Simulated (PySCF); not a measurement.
**C₃H₁₀Si, SMILES `C[SiH](C)C`: what the electrons do**

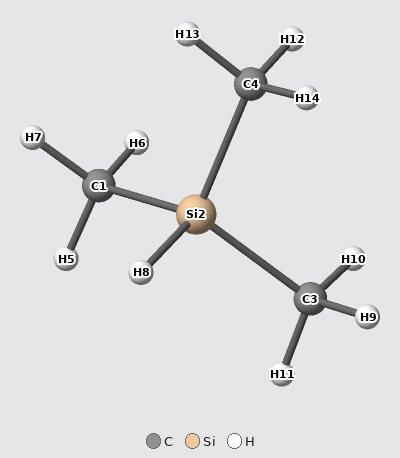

The molecule, with its atoms numbered as below. No frequency check shows the geometry to be a minimum.

Cartesian coordinates (Å):

```
C1      -1.7164   -0.5252   -0.2334
Si2     -0.0001   -0.0001    0.4001
C3       1.3130   -1.2238   -0.2331
C4       0.4033    1.7490   -0.2331
H5      -1.9769   -1.5209    0.1128
H6      -1.7548   -0.5357   -1.3192
H7      -2.4894    0.1541    0.1130
H8      -0.0006   -0.0003    1.8754
H9       2.3055   -0.9517    0.1131
H10      1.3432   -1.2501   -1.3190
H11      1.1112   -2.2330    0.1130
H12      0.4135    1.7877   -1.3189
H13     -0.3286    2.4724    0.1132
H14      1.3781    2.0788    0.1134
```

## 1. Bonding charge

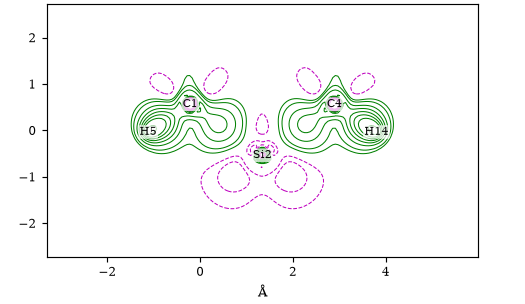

Deformation density (molecule less spherical, spin-averaged free atoms) in the plane of C1, Si2, C4, H5 and H14; contours at ±0.05 to ±0.8 e/Å³; solid green lines: gain, dashed magenta lines: loss.

Level of theory: PBE/def2-TZVP (PySCF), at a geometry from GFN2-xTB.

Q: How much density has each bond in this plane gained at its critical point, relative to the free atoms?

A: C1–H5 and C4–H14: +0.64 e/Å³ at the bond critical point (bond length 1.09 Å, Mayer order 1.0). C1–Si2 and Si2–C4: +0.17 e/Å³ at the bond critical point (bond length 1.90 Å, Mayer order 1.0). In all, 2.8 electrons gather in the regions of gain relative to the promolecule.

## 2. Electrostatic potential

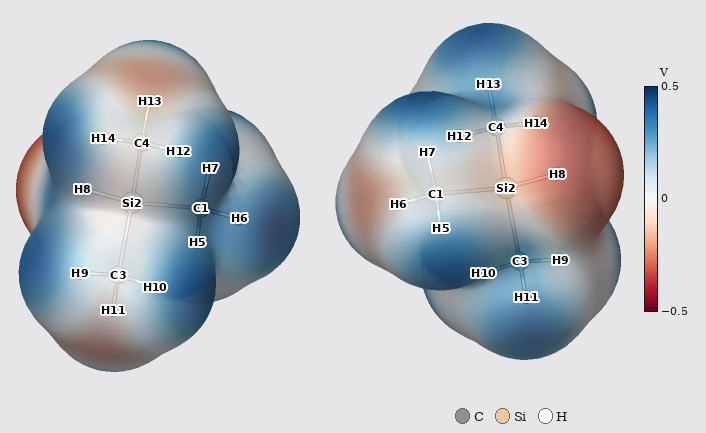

Electrostatic potential on the surface of electron density 0.001 a.u. (back view left, front view right).

Q: Where are the extremes of the potential on the surface?

A: Highest: 0.45 V, 1.4 Å from H10, and at like points elsewhere. Lowest: −0.30 V, 1.5 Å from H8, and at like points elsewhere. Further minima include −0.21 V, near H6 (1.88 Å), H7 (1.88 Å), H5 (1.92 Å) and C1 (1.99 Å), and at like points elsewhere. The surface is sampled at points, so like sites can differ by a few per cent and only the strongest of them is named.

Q: What volume does the surface enclose, and what is the dipole moment?

A: About 132 Å³; the dipole moment is 0.5 D.

## 3. In an electric field

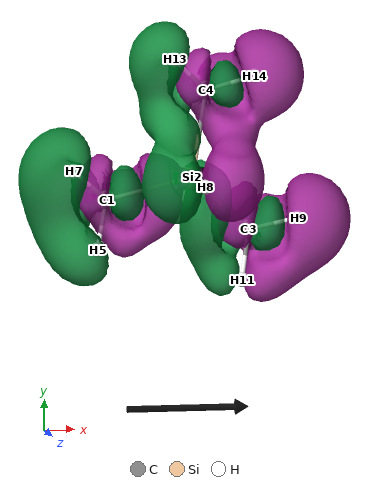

Change of the electron density in a uniform field of 0.21 V/Å along +x (arrow), surfaces at ±0.001 e/Å³ (green: gain, purple: loss).

Computed with PySCF, PBE/def2-TZVP, geometry: GFN2-xTB. A basis without diffuse functions makes polarisabilities too small.

Q: What dipole is induced, and what polarisability does it imply?

A: The induced dipole is 0.70 D (along the field); α along this axis, from the fields in both directions, is 69 bohr³ (10.2 Å³).

Q: Which atoms gain and lose the most charge?

A: Electrons gather most on H7 (Hirshfeld charge changes by −0.008 e) and leave H9 most (+0.009 e); 0.061 electrons are displaced in all.

The PySCF runs shown took 37 s and 75 s on 1 thread of Intel(R) Xeon(R) Platinum 8259CL CPU @ 2.50GHz (Skylake/Cascade Lake) (shared host).
